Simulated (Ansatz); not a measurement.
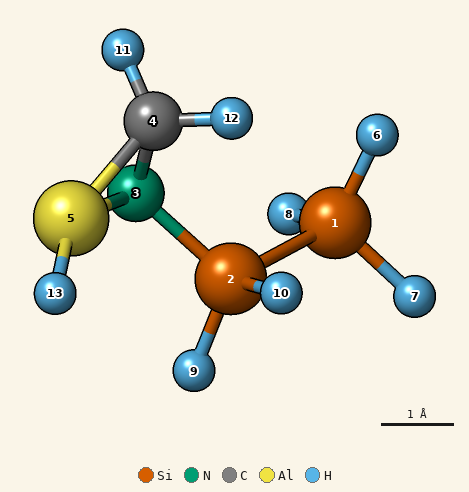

The structure as given in the input (ball-and-stick view, seen at a tilt; atoms are numbered from 1 in the order of the input). Sticks mark near contacts.

**Geometry relaxation, with input and output: CH$_{8}$AlNSi$_{2}$ (part 1 of 2)**

System: CH$_{8}$AlNSi$_{2}$.
Method: UKS B3LYP/STO-3G (Ansatz 0.2.0).

It belongs to a series of runs on one base structure; here: start relaxed. Figures and captions count atoms from 1; the log counts them from 0 in places.

### The program's output
```
The last accepted step is kept in [file] (removed where the run ends without a failure and the disk answers)
Engine: ansatz 0.2.0, aarch64-unknown-linux-gnu
Functional definition: B3LYP
  parameter a0 = 0.2
  parameter ax = 0.72
  parameter ac = 0.81
  exchange = (1 - a0 - ax)*slater_x + ax*b88_x + a0*exact_x
  correlation = (1 - ac)*vwn_rpa_c + ac*lyp_c
604 factors; integrals over basis functions are off by at most 1.6e-5 eV
mean field evaluation 1: about -24707.4298 eV, gradient 2.8e1 eV
mean field evaluation 2: about -24648.6113 eV, gradient 9.0e1 eV
mean field evaluation 4: about -24713.4500 eV, gradient 2.0e0 eV
mean field evaluation 8: about -24713.4196 eV, gradient 7.9e-2 eV
mean field evaluation 16: about -24713.4196 eV, gradient 1.3e-5 eV
mean field -24713.41960395 eV, -908.2014190877 hartree, gradient 1.3e-5 eV, S^2 0.000000; 0 other end points of the search recorded, 0 dependent functions left out
the calculation of the forces begins
reference -24713.41982415 eV, -908.2014271799 hartree; 31, 31 occupied and 14, 14 virtual orbitals, 604 factors
relax step   1: F+E_penalty+E_count = -24713.41960395 eV  Δ(F+E_penalty+E_count) = +0.000e0 eV  max|allowed force component| = 2.989e0 eV/Å  Δτ_max = 0.0000 Å  (28 SCF iters, accepted)
these checks for a lower state are left out or cut short: starts, cluster_reference, orbital_swaps, neighbouring_geometries, increment
604 factors; integrals over basis functions are off by at most 1.5e-5 eV
mean field -24714.36662683 eV, -908.2362215365 hartree, gradient 1.6e-5 eV, S^2 0.000000; 0 other end points of the search recorded, 0 dependent functions left out
[... from here on the field's lines of each further geometry are left out, up to the last ...]
relax step   2: F+E_penalty+E_count = -24714.36662683 eV  Δ(F+E_penalty+E_count) = -9.470e-1 eV  max|allowed force component| = 1.479e0 eV/Å  Δτ_max = 0.1947 Å  (27 SCF iters, accepted)
relax step   3: F+E_penalty+E_count = -24714.51118363 eV  Δ(F+E_penalty+E_count) = -1.446e-1 eV  max|allowed force component| = 5.633e-1 eV/Å  Δτ_max = 0.1389 Å  (28 SCF iters, accepted)
relax step   4: F+E_penalty+E_count = -24714.57275952 eV  Δ(F+E_penalty+E_count) = -6.158e-2 eV  max|allowed force component| = 6.170e-1 eV/Å  Δτ_max = 0.1869 Å  (28 SCF iters, accepted)
relax step   5: F+E_penalty+E_count = -24714.63237209 eV  Δ(F+E_penalty+E_count) = -5.961e-2 eV  max|allowed force component| = 6.247e-1 eV/Å  Δτ_max = 0.1966 Å  (27 SCF iters, accepted)
relax step   6: F+E_penalty+E_count = -24714.70548537 eV  Δ(F+E_penalty+E_count) = -7.311e-2 eV  max|allowed force component| = 6.819e-1 eV/Å  Δτ_max = 0.1979 Å  (26 SCF iters, accepted)
relax step   7: F+E_penalty+E_count = -24714.82124589 eV  Δ(F+E_penalty+E_count) = -1.158e-1 eV  max|allowed force component| = 3.321e-1 eV/Å  Δτ_max = 0.2000 Å  (30 SCF iters, accepted)
relax step   8: F+E_penalty+E_count = -24714.86563256 eV  Δ(F+E_penalty+E_count) = -4.439e-2 eV  max|allowed force component| = 1.024e0 eV/Å  Δτ_max = 0.1954 Å  (26 SCF iters, accepted)
relax step   9: F+E_penalty+E_count = -24714.92143226 eV  Δ(F+E_penalty+E_count) = -5.580e-2 eV  max|allowed force component| = 2.405e-1 eV/Å  Δτ_max = 0.1996 Å  (26 SCF iters, accepted)
relax step  10: F+E_penalty+E_count = -24714.92305726 eV  Δ(F+E_penalty+E_count) = -1.625e-3 eV  max|allowed force component| = 2.560e-1 eV/Å  Δτ_max = 0.1634 Å  (25 SCF iters, accepted)
relax step  11: F+E_penalty+E_count = -24714.93591657 eV  Δ(F+E_penalty+E_count) = -1.286e-2 eV  max|allowed force component| = 1.801e-1 eV/Å  Δτ_max = 0.0712 Å  (26 SCF iters, accepted)
relax step  12: F+E_penalty+E_count = -24714.94364629 eV  Δ(F+E_penalty+E_count) = -7.730e-3 eV  max|allowed force component| = 5.529e-2 eV/Å  Δτ_max = 0.0887 Å  (26 SCF iters, accepted)
relax step  13: F+E_penalty+E_count = -24714.94559639 eV  Δ(F+E_penalty+E_count) = -1.950e-3 eV  max|allowed force component| = 1.180e-1 eV/Å  Δτ_max = 0.1808 Å  (25 SCF iters, accepted)
relax step  14: F+E_penalty+E_count = -24714.94685461 eV  Δ(F+E_penalty+E_count) = -1.258e-3 eV  max|allowed force component| = 1.780e-1 eV/Å  Δτ_max = 0.1015 Å  (26 SCF iters, accepted)
relax step  15: F+E_penalty+E_count = -24714.94971954 eV  Δ(F+E_penalty+E_count) = -2.865e-3 eV  max|allowed force component| = 8.987e-2 eV/Å  Δτ_max = 0.0164 Å  (22 SCF iters, accepted)
relax step  16: F+E_penalty+E_count = -24714.95111518 eV  Δ(F+E_penalty+E_count) = -1.396e-3 eV  max|allowed force component| = 1.124e-1 eV/Å  Δτ_max = 0.0377 Å  (27 SCF iters, accepted)
relax step  17: F+E_penalty+E_count = -24714.95187418 eV  Δ(F+E_penalty+E_count) = -7.590e-4 eV  max|allowed force component| = 6.911e-2 eV/Å  Δτ_max = 0.0507 Å  (27 SCF iters, accepted)
relax step  18: F+E_penalty+E_count = -24714.95231428 eV  Δ(F+E_penalty+E_count) = -4.401e-4 eV  max|allowed force component| = 4.973e-2 eV/Å  Δτ_max = 0.0878 Å  (26 SCF iters, accepted)
relax step  19: F+E_penalty+E_count = -24714.95254803 eV  Δ(F+E_penalty+E_count) = -2.338e-4 eV  max|allowed force component| = 3.176e-2 eV/Å  Δτ_max = 0.0072 Å  (22 SCF iters, accepted)
relax step  20: F+E_penalty+E_count = -24714.95259517 eV  Δ(F+E_penalty+E_count) = -4.714e-5 eV  max|allowed force component| = 2.340e-2 eV/Å  Δτ_max = 0.0107 Å  (22 SCF iters, accepted)
relax step  21: F+E_penalty+E_count = -24714.95253256 eV  Δ(F+E_penalty+E_count) = +6.261e-5 eV  max|allowed force component| = 3.327e-2 eV/Å  Δτ_max = 0.0123 Å  (21 SCF iters, rejected (line search))
the calculation of the forces begins
reference -24714.95293877 eV, -908.2577681030 hartree; 31, 31 occupied and 14, 14 virtual orbitals, 605 factors
relax step  22: F+E_penalty+E_count = -24714.95271188 eV  Δ(F+E_penalty+E_count) = -1.167e-4 eV  max|allowed force component| = 7.126e-3 eV/Å  Δτ_max = 0.0059 Å  (21 SCF iters, accepted)
605 factors; integrals over basis functions are off by at most 2.0e-5 eV
mean field evaluation 160: about -24715.0132 eV, gradient 8.9e-2 eV
```

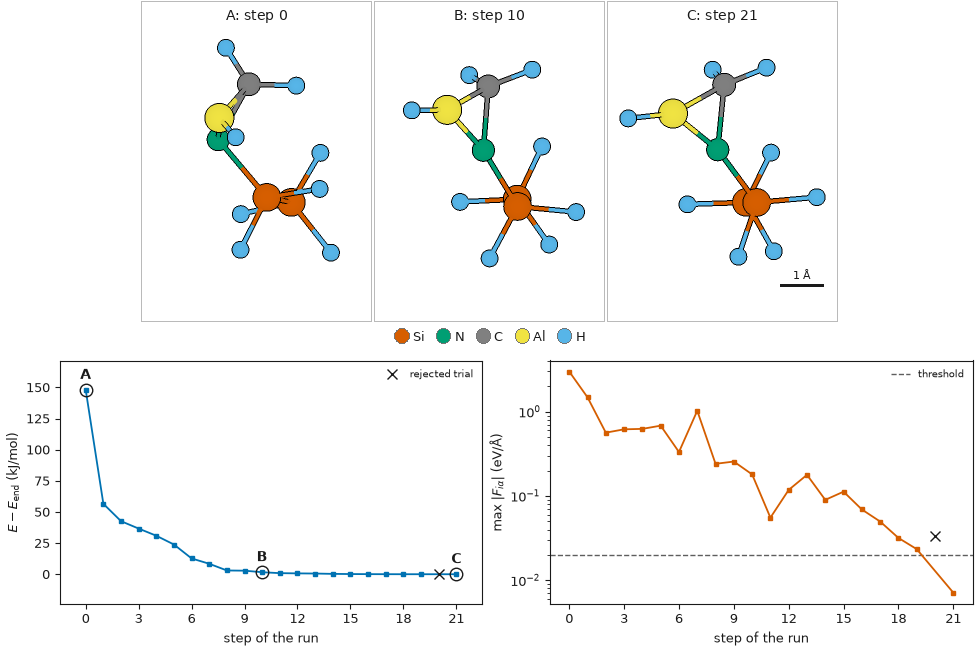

Frames of the relaxation (ball-and-stick view, seen at an oblique angle) above the curves, on which the letters mark them (the first geometry is step 0 here and step 1 in the log).

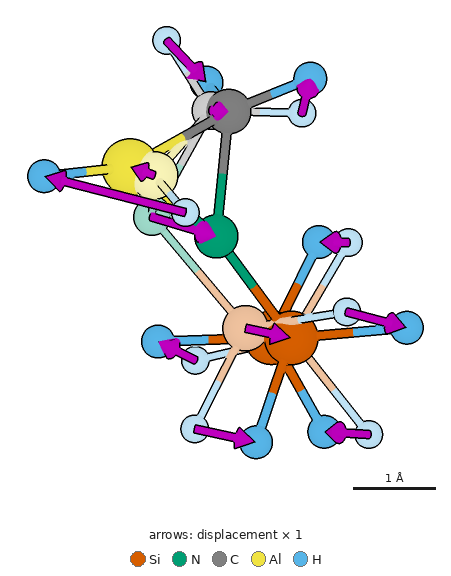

Start (faint) and end (solid) with the displacements as pink arrows, at true length (ball-and-stick view, seen at an oblique angle). The two geometries are laid on each other by the best rigid fit. The atom that moves furthest after the best rigid fit is H13 (1.87 Å). By element the largest moves are H 1.87 Å, N 1.11 Å, Si 0.58 Å, Al 0.34 Å, C 0.28 Å. Distances before and after: N3–Al5 1.971 → 1.700 Å, Al5–H13 1.583 → 1.492 Å, Si1–Si2 2.197 → 2.272 Å, Si1–H7 1.519 → 1.446 Å. Among the angles that change: Si2–N3–Al5 106.1° → 164.7°, C4–Al5–H13 142.8° → 162.9°, Si2–N3–C4 111.6° → 125.8°. The energy falls by 147.9 kJ/mol in 21 geometry steps. The largest force component goes from 3 to 0.0071 eV/Å. The line search rejected the trial step at point 20 (counted from 0) and went back. (Atoms are counted from 1 in the order of the input.)

```
mean field -24714.95271188 eV, -908.2577597648 hartree, gradient 1.1e-5 eV, S^2 0.000000; 1 other end points of the search recorded, 0 dependent functions left out
the calculation of the forces begins
reference -24714.95293877 eV, -908.2577681030 hartree; 31, 31 occupied and 14, 14 virtual orbitals, 605 factors
Total energy: -24714.95293877 eV, -908.2577681030 hartree
Atom 0 at    -2.269531     0.169437     0.168313 Å, force    -0.001299    -0.005029    -0.006356 eV/Å
Atom 1 at    -0.241524     1.171890    -0.038892 Å, force    -0.005527    -0.004115     0.005086 eV/Å
Atom 2 at     1.076771     0.065398    -0.365058 Å, force     0.006557    -0.003085    -0.002900 eV/Å
Atom 3 at     1.528785    -1.102806     0.550071 Å, force    -0.000920     0.004401    -0.000670 eV/Å
Atom 4 at     2.417854    -0.734248    -1.037548 Å, force    -0.007126     0.005555     0.000421 eV/Å
Atom 5 at    -2.354713    -0.660355     1.348362 Å, force     0.002014    -0.002272     0.001023 eV/Å
Atom 6 at    -3.322919     1.155517     0.264982 Å, force     0.001483     0.002945    -0.000097 eV/Å
Atom 7 at    -2.575945    -0.668838    -0.968795 Å, force    -0.003012     0.000067    -0.000196 eV/Å
Atom 8 at    -0.282159     2.128000    -1.127690 Å, force     0.002902     0.001031    -0.000475 eV/Å
Atom 9 at     0.016346     1.929103     1.174776 Å, force     0.004852     0.004243    -0.001029 eV/Å
Atom 10 at     0.777459    -1.906360     0.676266 Å, force    -0.004058    -0.004084     0.001933 eV/Å
Atom 11 at     1.878870    -0.794057     1.553831 Å, force     0.002928     0.000032     0.006022 eV/Å
Atom 12 at     3.371106    -0.787281    -2.183919 Å, force     0.001207     0.000311    -0.002760 eV/Å
Dipole moment:     0.356650    -0.069508    -0.269683 e Å
```

### Trajectory as extended XYZ (Å, eV, eV/Å), 22 frames, from step=1 to step=22
```
13
Properties=species:S:1:pos:R:3:forces:R:3 step=1 energy=-24713.41960
Si   -2.2260    0.3373    0.4093   -1.8737   1.8944  -0.1800
Si   -0.2335    0.7806   -0.4031    1.0603   0.5826   0.5631
N     0.5237   -0.7810   -0.8293    2.9889   1.1373  -2.5838
C     1.3695   -1.3323    0.3271    0.9304  -0.5631   2.0283
Al    2.4647   -0.4449   -0.9012   -2.4659   1.0117   0.7478
H    -2.1666   -0.4286    1.6074   -0.1250  -0.4115   0.4073
H    -2.9037    1.6587    0.7298    0.5389  -1.4861  -0.2330
H    -3.0245   -0.3156   -0.6235    0.0640   0.0146   0.4750
H    -0.3359    1.6249   -1.5726    0.0522   0.0431  -0.0587
H     0.5385    1.5229    0.6399   -0.4018  -0.2341  -0.6802
H     1.3188   -2.4507    0.3138   -0.2054   0.5740   0.5860
H     1.1024   -0.8647    1.3331    0.4758  -1.2010  -0.7314
H     3.5930    0.6588   -1.0160   -1.0387  -1.3620  -0.3403
13
Properties=species:S:1:pos:R:3:forces:R:3 step=2 energy=-24714.36663
Si   -2.2922    0.4006    0.4049   -0.1060  -0.2941  -0.0560
Si   -0.2163    0.7742   -0.4064   -0.0169   0.2501  -0.1502
N     0.6857   -0.7082   -0.9091    1.1037   0.8412   0.0457
C     1.4178   -1.3525    0.3539    0.5709  -0.4066   0.2850
Al    2.4876   -0.3674   -0.8173   -1.4790  -0.2947   0.5515
H    -2.2419   -0.4161    1.5927   -0.0442  -0.0169   0.0869
H    -2.9900    1.6191    0.7503    0.0635   0.0419  -0.0275
H    -3.1039   -0.3074   -0.5636    0.0092   0.0759   0.0674
H    -0.3189    1.6370   -1.5655    0.0255  -0.0075  -0.0478
H     0.5268    1.5573    0.5822   -0.1146  -0.0677  -0.0558
H     1.3140   -2.4546    0.3315    0.0305   0.1695   0.0094
H     1.1424   -0.9955    1.3742   -0.0464  -0.0755  -0.4427
H     3.6093    0.5789   -1.1131    0.0039  -0.2156  -0.2660
13
Properties=species:S:1:pos:R:3:forces:R:3 step=3 energy=-24714.51118
Si   -2.2937    0.3601    0.4086    0.1688  -0.1391  -0.1231
Si   -0.2276    0.8310   -0.4196   -0.0516  -0.5633   0.0478
N     0.7453   -0.6267   -0.8802   -0.0475   0.4649   0.3255
C     1.4395   -1.3675    0.3814   -0.1240   0.1455  -0.1823
Al    2.4851   -0.3411   -0.7551    0.2153  -0.0787   0.1143
H    -2.2694   -0.4463    1.6112    0.0830   0.0682  -0.0582
H    -2.9434    1.6002    0.7361   -0.1748   0.1540   0.0748
H    -3.1258   -0.3321   -0.5482   -0.0074   0.0249  -0.0210
H    -0.3118    1.6801   -1.5924   -0.0436  -0.0583   0.0092
H     0.4634    1.6271    0.5847   -0.0276   0.0747   0.0357
H     1.3067   -2.4602    0.3132    0.0034   0.0245  -0.1147
H     1.1023   -1.0462    1.3837    0.0681   0.0695  -0.0674
H     3.6499    0.4868   -1.2088   -0.0621  -0.1868  -0.0404
13
Properties=species:S:1:pos:R:3:forces:R:3 step=4 energy=-24714.57276
Si   -2.3280    0.3577    0.3983    0.1419  -0.0856   0.0056
Si   -0.2502    0.8332   -0.3868    0.0483  -0.3540  -0.2236
N     0.7989   -0.5609   -0.8613   -0.2200   0.4815   0.6170
C     1.4687   -1.3516    0.3826   -0.3192   0.0068  -0.3375
Al    2.5378   -0.3456   -0.7375    0.5364   0.0596  -0.2366
H    -2.2726   -0.4450    1.6007   -0.0374   0.0108  -0.0415
H    -3.0029    1.5896    0.7361   -0.0191   0.0287   0.0222
H    -3.1578   -0.3306   -0.5625    0.0139  -0.0348  -0.0128
H    -0.3586    1.6727   -1.5639    0.0081   0.0073   0.0167
H     0.3974    1.6594    0.6242   -0.0195   0.0116   0.0077
H     1.2856   -2.4353    0.2819    0.0542   0.0296   0.0248
H     1.1446   -1.0316    1.3863    0.0543   0.0444   0.0483
H     3.7575    0.3535   -1.2834   -0.2417  -0.2059   0.1096
13
Properties=species:S:1:pos:R:3:forces:R:3 step=5 energy=-24714.63237
Si   -2.3464    0.3383    0.3888   -0.0324   0.0645   0.0518
Si   -0.2759    0.8705   -0.3646    0.1951  -0.2653  -0.1487
N     0.8278   -0.4726   -0.8184    0.2309   0.3513   0.6247
C     1.4766   -1.3327    0.3806   -0.2668   0.0182  -0.2744
Al    2.5819   -0.3712   -0.7404    0.3297   0.0936  -0.4726
H    -2.2944   -0.4704    1.5851   -0.0135  -0.0269  -0.0072
H    -3.0448    1.5612    0.7368    0.0420  -0.0996  -0.0278
H    -3.1616   -0.3543   -0.5819    0.0308  -0.0260  -0.0199
H    -0.3878    1.7067   -1.5430   -0.0043   0.0160   0.0033
H     0.3296    1.7170    0.6588   -0.0398  -0.0280  -0.0310
H     1.2494   -2.4083    0.2643   -0.0462   0.0985   0.0802
H     1.2192   -1.0132    1.4050   -0.0066  -0.0088   0.0062
H     3.8468    0.1943   -1.3566   -0.4191  -0.1874   0.2155
13
Properties=species:S:1:pos:R:3:forces:R:3 step=6 energy=-24714.70548
Si   -2.3542    0.3106    0.3793   -0.0666   0.0743   0.0375
Si   -0.2889    0.9139   -0.3335    0.1747  -0.0738  -0.1191
N     0.8763   -0.3617   -0.7589    0.6819   0.0944   0.5503
C     1.4814   -1.3071    0.3815   -0.3794   0.0166  -0.2672
Al    2.6298   -0.4216   -0.7689   -0.0558   0.0836  -0.4227
H    -2.3004   -0.5126    1.5644   -0.0104  -0.0395   0.0121
H    -3.0895    1.5118    0.7338    0.0611  -0.1321  -0.0419
H    -3.1379   -0.3906   -0.6125    0.0461  -0.0093  -0.0067
H    -0.4130    1.7444   -1.5145   -0.0091   0.0365   0.0032
H     0.2635    1.7829    0.7028   -0.0441  -0.0543  -0.0571
H     1.1450   -2.3598    0.2598    0.0420   0.2760   0.1578
H     1.2917   -0.9733    1.4210    0.0475  -0.1205  -0.0956
H     3.9166    0.0286   -1.4394   -0.4879  -0.1519   0.2494
13
Properties=species:S:1:pos:R:3:forces:R:3 step=7 energy=-24714.82125
Si   -2.3267    0.2739    0.3604   -0.0748   0.0496  -0.0069
Si   -0.2786    0.9946   -0.2881   -0.1066   0.0745   0.0235
N     0.9286   -0.2311   -0.6248    0.2649   0.3321  -0.1146
C     1.4449   -1.2806    0.3894    0.1776  -0.2496   0.2138
Al    2.6183   -0.4898   -0.8158    0.0330  -0.1645  -0.1448
H    -2.2679   -0.5742    1.5283    0.0135  -0.0233  -0.0027
H    -3.1389    1.4202    0.7132    0.0029  -0.0615  -0.0208
H    -3.0322   -0.4487   -0.6744    0.0304  -0.0003   0.0105
H    -0.3796    1.7841   -1.4990   -0.0511   0.0737   0.0329
H     0.1997    1.9010    0.7540   -0.0417  -0.0548  -0.0990
H     0.9802   -2.2832    0.2740    0.0072   0.2007   0.1087
H     1.3987   -0.9744    1.4558   -0.0374  -0.1319  -0.1093
H     3.8739   -0.1266   -1.5582   -0.2179  -0.0446   0.1087
```
